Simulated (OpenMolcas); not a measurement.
# Single-point calculation, with input and output: TiN3H6 (part 2 of 2)

The same run, continued: TiN3H6 (Ti(NH2)3), multiplicity 2, SMILES [NH2][Ti]([NH2])[NH2]; CASPT2/ANO-RCC-VDZ, DKH2 (OpenMolcas 26.06). The geometry comes from this level: GFN2-xTB.

Geometry of the input (Å):
```
Ti 0.0006  0.0013  0.0007
N  1.8579  -0.0022  -0.0382
H  2.4552  -0.8303  -0.0463
H  2.4567  0.8247  -0.0498
N  -0.9272  1.6108  0.0166
H  -1.9423  1.7086  0.0609
H  -0.5154  2.5448  0.0031
N  -0.9302  -1.6064  0.0229
H  -0.5102  -2.5372  0.0147
H  -1.9451  -1.7140  0.0154
```

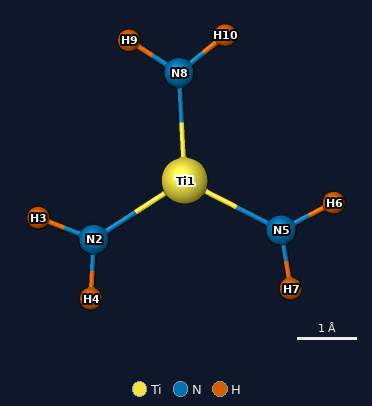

Figure 1. The input geometry (ball-and-stick view, seen on its broad side; atoms are numbered from 1 in the order of the input). Sticks mark near contacts.

**The program's output, continued**
```
          iter iter root      energy       change     param      element    value   shift minimum  type update hh:mm:ss
 Nr of preliminary CI iterations:   4
      Total energies have been shifted. Add                -1000.00 au
        1   1   28    1   -19.75409585    0.00E+00  -1.94E-01*  12  62 1  5.81E-02*  0.34   0.00    SX    NO    0:00:00
        2   4   74    1   -19.78029500   -2.62E-02*  2.82E-01*  12  62 1 -2.73E-02*  0.36   0.00    SX    NO    0:00:00
        3   4   23    1   -19.79225234   -1.20E-02*  1.66E-01*  23  42 1  1.41E-02*  0.34   0.00    SX    NO    0:00:00
        4   4   20    1   -19.79893800   -6.69E-03*  2.17E-01*  23  35 1  1.00E-02*  0.34   0.00    SX    NO    0:00:00
        5   4   18    1   -19.80306108   -4.12E-03* -2.62E-01*  23  35 1  7.76E-03*  0.33   2.42    QN   YES    0:00:00
        6   4   19    1   -19.80630240   -3.24E-03* -2.35E-01*  23  35 1  5.01E-03*  0.33   2.01    QN   YES    0:00:00
        7   4   18    1   -19.80806534   -1.76E-03* -1.88E-01*  12  62 1  4.71E-03*  0.33   1.83    QN   YES    0:00:00
        8   4   17    1   -19.80893628   -8.71E-04*  1.17E-01*  12  62 1  3.98E-03*  0.33   1.62    QN   YES    0:00:00
        9   3   16    1   -19.80934952   -4.13E-04*  6.11E-02   12  62 1  2.71E-03*  0.33   1.69    QN   YES    0:00:00
       10   3   15    1   -19.80959686   -2.47E-04*  3.42E-02   23  35 1 -1.94E-03*  0.33   1.66    QN   YES    0:00:00
       11   4   15    1   -19.80971646   -1.20E-04* -1.91E-02   23  35 1 -1.32E-03*  0.33   1.52    QN   YES    0:00:00
       12   4   14    1   -19.80976243   -4.60E-05*  2.11E-02   23  50 1  7.15E-04*  0.33   1.66    QN   YES    0:00:00
       13   4   14    1   -19.80979193   -2.95E-05*  2.76E-02   23  50 1  5.15E-04*  0.33   1.93    QN   YES    0:00:00
       14   4   14    1   -19.80981958   -2.77E-05*  3.01E-02   23  35 1  6.54E-04*  0.33   1.91    QN   YES    0:00:00
       15   5   13    1   -19.80984388   -2.43E-05*  3.42E-02   23  35 1  9.07E-04*  0.33   1.91    QN   YES    0:00:00
       16   5   13    1   -19.80986455   -2.07E-05*  3.41E-02   23  35 1  7.97E-04*  0.33   1.87    QN   YES    0:00:00
       17   5   13    1   -19.80988054   -1.60E-05*  2.72E-02   23  42 1  5.94E-04*  0.33   1.78    QN   YES    0:00:00
       18   4   13    1   -19.80989119   -1.07E-05*  1.76E-02   23  42 1  3.25E-04*  0.33   1.71    QN   YES    0:00:00
       19   4   12    1   -19.80989753   -6.34E-06*  9.90E-03   23  35 1 -2.29E-04*  0.33   1.66    QN   YES    0:00:00
       20   4   12    1   -19.80990105   -3.52E-06* -4.98E-03   23  35 1 -2.37E-04*  0.33   1.62    QN   YES    0:00:00
       21   4   12    1   -19.80990288   -1.83E-06* -3.64E-03   24  37 1 -2.14E-04*  0.33   1.58    QN   YES    0:00:00
       22   4   12    1   -19.80990377   -8.84E-07*  2.85E-03   24  37 1 -1.16E-04*  0.33   1.56    QN   YES    0:00:00
       23   4   11    1   -19.80990419   -4.22E-07*  2.25E-03   23  35 1  6.10E-05   0.33   1.64    QN   YES    0:00:00
       24   4   11    1   -19.80990445   -2.57E-07*  1.93E-03   23  35 1  6.04E-05   0.33   1.77    QN   YES    0:00:00
       25   4   10    1   -19.80990464   -1.97E-07*  1.88E-03   24  37 1  8.27E-05   0.33   1.71    QN   YES    0:00:00
       26   4   10    1   -19.80990478   -1.34E-07*  1.47E-03   24  37 1  6.59E-05   0.33   1.62    QN   YES    0:00:00
       27   4    9    1   -19.80990485   -7.46E-08*  9.72E-04   24  37 1  2.67E-05   0.33   1.60    QN   YES    0:00:00
       28   3    9    1   -19.80990489   -4.10E-08*  7.09E-04   23  42 1 -2.26E-05   0.33   1.65    QN   YES    0:00:00
       29   3    8    1   -19.80990492   -2.41E-08*  5.96E-04   23  39 1 -2.34E-05   0.33   1.59    QN   YES    0:00:00
       30   3    8    1   -19.80990493   -1.19E-08*  3.00E-04   24  37 1 -1.99E-05   0.33   1.48    QN   YES    0:00:00
       31   2    7    1   -19.80990493   -4.47E-09   1.05E-04   24  37 1 -9.03E-06   0.33   1.45    QN   YES    0:00:00
      Convergence after 31 iterations
       32   1    7    1   -19.80990493   -1.57E-09   1.05E-04   23  39 1  5.09E-06   0.33   1.45    QN   YES    0:00:00

      ************************************************************************************************************************
                                                      Wave function printout:
                       occupation of active orbitals, and spin coupling of open shells (u,d: Spin up or down)
      ************************************************************************************************************************

      Note: transformation to natural orbitals
      has been made, which may change the order of the CSFs.

      printout of CI-coefficients larger than  0.05 for root  1
      energy=   -1019.809905
      conf/sym  1111111     Coeff  Weight
             1  22u0000   0.98333 0.96693
            15  20u2000   0.06597 0.00435
           100  uduu0d0  -0.06232 0.00388
           115  uuud0d0   0.05452 0.00297
           165  02u0020   0.09159 0.00839

      Natural orbitals and occupation numbers for root  1
      sym 1:   1.963173   1.976834   0.994966   0.024094   0.005191   0.031614   0.004129

      ************************************************************************************************************************
      *                                                    Final results                                                     *
      ************************************************************************************************************************

++    Final optimization conditions:
      ------------------------------

      Average CI energy                           -1019.80990493
      RASSCF energy for state  1                  -1019.80990493
      Super-CI energy                                -0.00000000
      RASSCF energy change                            0.00000000
      Max change in MO coefficients               1.670E-04
      Max non-diagonal density matrix element     1.050E-04
      Maximum BLB matrix element                  5.090E-06
      (orbital pair  23,  39 in symmetry   1)
      Norm of electronic gradient            1.493E-05
--

      Final state energy(ies):
      ------------------------

::    RASSCF root number  1 Total energy:  -1019.80990493
      Von Neumann Entropy (Root   1) =  0.75613

      Mulliken population analysis for root number:  1
      -----------------------------------------------

++    Molecular charges:
      ------------------

      Mulliken charges per centre
      ---------------------------

                TI1     N2      H3      H4      N5      H6      H7      N8      H9      H10
      Total   20.4941  8.0405  0.7537  0.7518  8.0403  0.7537  0.7519  7.9283  0.7427  0.7431

      N-E      1.5059 -1.0405  0.2463  0.2482 -1.0403  0.2463  0.2481 -0.9283  0.2573  0.2569

      Total electronic charge=   49.000000

      Total            charge=   -0.000000
--

      Expectation values of various properties for root number:  1
      -----------------------------------------------------------

++    Molecular properties:
      ---------------------

      Charge (e):
                      =   -0.0000
      Dipole Moment (debye):
      Origin of the operator (angstrom)=    0.0004    0.0009    0.0005
                   X= -3.6618E-01               Y= -6.3968E-01               Z=  1.9672E-03           Total=  7.3708E-01
      Quadrupole Moment (debye*angstrom):
      Origin of the operator (angstrom)=    0.0004    0.0009    0.0005
                  XX= -3.1958E+01              XY=  8.0815E-01              XZ= -1.4843E-01              YY= -3.1021E+01
                  YZ=  1.1778E-01              ZZ= -4.1521E+01
      In traceless form (debye*angstrom)
                  XX=  4.3130E+00              XY=  1.2122E+00              XZ= -2.2265E-01              YY=  5.7190E+00
                  YZ=  1.7667E-01              ZZ= -1.0032E+01
--

      Mulliken spin population analysis for root number:  1
      ---------------------------------------------------

++    Molecular charges:
      ------------------

      Mulliken spin population per centre
      ---------------------------

                TI1     N2      H3      H4      N5      H6      H7      N8      H9      H10
      Total    1.0251  0.0084 -0.0011 -0.0008  0.0084 -0.0011 -0.0008 -0.0343 -0.0020 -0.0020

      Total electronic spin=    1.000000
--

      LoProp population analysis for root number:  1
      -----------------------------------------------

++    LoProp analysis:
      ----------------

++    Static properties:
      ------------------

      LoProp Charges per center

                   TI1      N2       H3       H4       N5       H6       H7       N8       H9       H10
      Nuclear     22.0000   7.0000   1.0000   1.0000   7.0000   1.0000   1.0000   7.0000   1.0000   1.0000
      Electronic -20.5767  -7.9124  -0.7996  -0.7980  -7.9124  -0.7997  -0.7979  -7.8220  -0.7907  -0.7905

      Total        1.4233  -0.9124   0.2004   0.2020  -0.9124   0.2003   0.2021  -0.8220   0.2093   0.2095
--

      Natural Bond Order analysis for root number:  1

++    Natural Bond Order analysis
      ---------------------------
      Based on LoProp computed density
      -------------------------------------------------------------------------------------
      Atom A       Atom B       Bond Order
      -------------------------------------------------------------------------------------
      NBO located      0.937 non-bonded electrons on atom TI1
      NBO located      0.978 non-bonded electrons on atom TI1
      NBO located      0.980 non-bonded electrons on atom TI1
      NBO located      0.993 non-bonded electrons on atom TI1
      NBO located      0.998 non-bonded electrons on atom TI1
      NBO located      1.000 non-bonded electrons on atom TI1
      NBO located      1.000 non-bonded electrons on atom TI1
      NBO located      1.000 non-bonded electrons on atom TI1
      NBO located      1.000 non-bonded electrons on atom TI1
      NBO located      0.999 non-bonded electrons on atom N2
      NBO located      1.019 non-bonded electrons on atom N2
      NBO located      0.999 non-bonded electrons on atom N5
      NBO located      0.999 non-bonded electrons on atom N8
      NBO located      0.966 non-bonded electrons on atom N8
      The remaining   13.178 electrons are to be considered as diffuse
--

--

      Average orbitals are written to the RASORB file
      Natural orbitals for root   1 are written to the RASORB.1 file
      Spin density orbitals for root   1 are written to the SPDORB.1 file

--- Stop Module: rasscf /rc=_RC_ALL_IS_WELL_ ---
--- Module rasscf spent 5 seconds ---

--- Start Module: caspt2 ---

                                              &CASPT2

                       available to each process: 1.9 GB of memory, 1 thread

++    Wave function specifications:
      -----------------------------

      Number of closed shell electrons          26
      Number of electrons in active shells       5
      Max number of holes in RAS1 space          0
      Max number of electrons in RAS3 space      0
      Number of inactive orbitals               13
      Number of active orbitals                  7
      Number of secondary orbitals              37
      Spin quantum number                      0.5
      State symmetry                             1
      Number of CSFs                           490
      Number of CASSCF root(s) available         1
      CASPT2 state passed to geometry opt.       1
      A file JOBMIX will be created
      This is a CASSCF or RASSCF reference function
--

++    Orbital specifications:
      -----------------------

      Symmetry species                           1
                                                 a
      Frozen orbitals                            9
      Inactive orbitals                         13
      Active orbitals                            7
      Secondary orbitals                        37
      Deleted orbitals                           0
      Number of basis functions                 66
--

++    CASPT2 specifications:
      ----------------------

      Type of calculation                        SS-CASPT2
      Fock operator                              state-specific
      IPEA shift                                 0.00
      Real shift                                 0.00
      Imaginary shift                            0.30
      The input orbitals will be transformed to quasi-canonical
--

--------------------------------------------------------------------------------
 Estimated memory requirements:
  POLY3 :                   294488
  RHS:                      384472
  SIGMA :                   505892
  PRPCTL:                        0
 Available workspace:    232480151

++ CASPT2 computation for group   1

********************************************************************************
 Multi-State initialization phase begins for group   1
--------------------------------------------------------------------------------
********************************************************************************
 Compute H0 matrices for state    1
--------------------------------------------------------------------------------
--------------------------------------------------------------------------------
 H0 matrices have been computed.

********************************************************************************
  CASPT2 EQUATION SOLUTION
--------------------------------------------------------------------------------

  Total nr of CASPT2 parameters:
   Before reduction:      386415
   After  reduction:      386378

 Variance of |WF0>:       1.8166435612

 The contributions to the second order correlation energy in atomic units.
-----------------------------------------------------------------------------------------------------------------------------
  IT.      VJTU        VJTI        ATVX        AIVX        VJAI        BVAT        BJAT        BJAI        TOTAL       RNORM
-----------------------------------------------------------------------------------------------------------------------------
   1    -0.003348   -0.015746   -0.004418   -0.053924   -0.047341   -0.003889   -0.023107   -0.363834   -0.515606    0.015161
   2    -0.003458   -0.015859   -0.004518   -0.054989   -0.047626   -0.003957   -0.023274   -0.364358   -0.518038    0.002874
   3    -0.003466   -0.015866   -0.004516   -0.055034   -0.047628   -0.003955   -0.023286   -0.364340   -0.518091    0.000702
   4    -0.003466   -0.015861   -0.004515   -0.055007   -0.047614   -0.003954   -0.023279   -0.364316   -0.518014    0.000148
   5    -0.003466   -0.015861   -0.004515   -0.055006   -0.047613   -0.003954   -0.023280   -0.364316   -0.518011    0.000035
   6    -0.003466   -0.015861   -0.004515   -0.055007   -0.047614   -0.003954   -0.023280   -0.364317   -0.518014    0.000007
   7    -0.003466   -0.015861   -0.004515   -0.055007   -0.047614   -0.003954   -0.023280   -0.364317   -0.518014    0.000002
-----------------------------------------------------------------------------------------------------------------------------

  FINAL CASPT2 RESULT:

      Reference energy:       -1019.8099049338
      E2 (Non-variational):      -0.5180141498
      Shift correction:          -0.0061363895
      E2 (Variational):          -0.5241505394
      Total energy:           -1020.3340554732
      Residual norm:              0.0000004162
      Reference weight:           0.85344

      Contributions to the CASPT2 correlation energy
      Active & Virtual Only:         -0.0084691612
      One Inactive Excited:          -0.0817528101
      Two Inactive Excited:          -0.4277921786

++ Denominators, etc.
--------------------------------------------------------------------------------------------------------------
 Report on small energy denominators, large coefficients, and large energy contributions.
CASE  SYMM ACTIVE-MIX  NON-ACTIVE INDICES          DENOMINATOR     RHS VALUE       COEFFICIENT     CONTRIBUTION
VJTU     1  Mu1.0001  In1.021                       0.24693568      0.00001098     -0.00002102     -0.00000000
VJTU     1  Mu1.0001  In1.022                       0.24301964     -0.00000543      0.00001100     -0.00000000
VJTIM    1  Mu1.0001  In1.012 In1.010               3.79708745      0.09688135     -0.02517669     -0.00243915
VJTIM    1  Mu1.0003  In1.012 In1.010               4.23907936     -0.12685927      0.02905343     -0.00368570
ATVX     1  Mu1.0001  Se1.030                       0.09924908     -0.00044176      0.00036325     -0.00000016
ATVX     1  Mu1.0001  Se1.031                       0.10893930      0.00000181     -0.00000174     -0.00000000
ATVX     1  Mu1.0001  Se1.032                       0.15147957     -0.00053446      0.00059349     -0.00000032
ATVX     1  Mu1.0001  Se1.033                       0.17506476      0.00001363     -0.00001785     -0.00000000
ATVX     1  Mu1.0001  Se1.034                       0.20888641     -0.00117152      0.00170736     -0.00000200
ATVX     1  Mu1.0001  Se1.035                       0.21007157      0.00004020     -0.00005884     -0.00000000
ATVX     1  Mu1.0001  Se1.036                       0.21929638     -0.00139164      0.00199178     -0.00000277
ATVX     1  Mu1.0001  Se1.037                       0.22332976      0.00005180     -0.00007630     -0.00000000
ATVX     1  Mu1.0001  Se1.038                       0.26440315     -0.00000292      0.00000367     -0.00000000
ATVX     1  Mu1.0001  Se1.039                       0.28379473      0.00007003     -0.00010434     -0.00000001
VJAIM    1  Mu1.0001  Se1.037 In1.012 In1.011       3.79518189     -0.10017594      0.02610936     -0.00261553
BJAIP    1  Se1.037 In1.021 Se1.037 In1.021         1.23809932      0.03656445     -0.02789529     -0.00101998
BJAIP    1  Se1.037 In1.021 Se1.039 In1.022         1.29464825     -0.04861065      0.03663928     -0.00178106
--

   (Skipping property calculation,
    use PROP keyword to activate)
--

  Total CASPT2 energies:
::    CASPT2 Root  1     Total energy:  -1020.33405547

  A NEW JOBIPH FILE NAMED 'JOBMIX' IS PREPARED.
********************************************************************************
--- Stop Module: caspt2 /rc=_RC_ALL_IS_WELL_ ---
--- Module caspt2 spent 1 second ---

.##################.
.# Happy landing! #.
.##################.

    Timing: Wall=12.72 User=10.66 System=2.03
```
